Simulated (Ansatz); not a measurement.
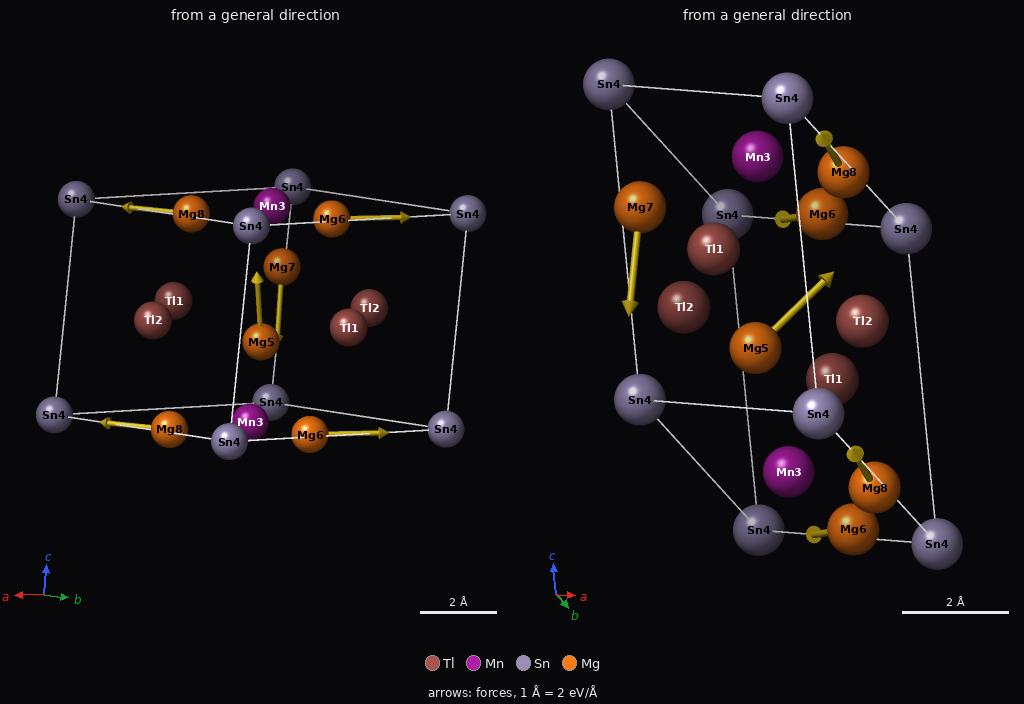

Crystal structure, spheres-only style, seen from two general directions. The parallelepiped is the simulation cell. The arrows are the computed forces on the atoms.

System: Mg4MnTl2Sn. Computational set-up: DFT, PAW plane waves, r2SCAN in Ansatz, an energy cutoff of 500 eV, Brillouin-zone sampling on a 7×7×7 mesh, Fermi-Dirac smearing of 0.1 eV, no spin polarisation (a spin-restricted run, not always the ground state).

> Is the structure at rest?

No. The atoms still feel forces of up to about 3.4 eV/Å, far above a usual threshold of 0.01 to 0.03 eV/Å.

> On which atom is the force largest?

All Mg atoms, about 3.4 eV/Å.

The model is a generated cell, made by putting these elements into a known structure type (the compound may or may not exist in this form); its atoms and cell weren't optimised. A calculation with Ansatz used it as input.
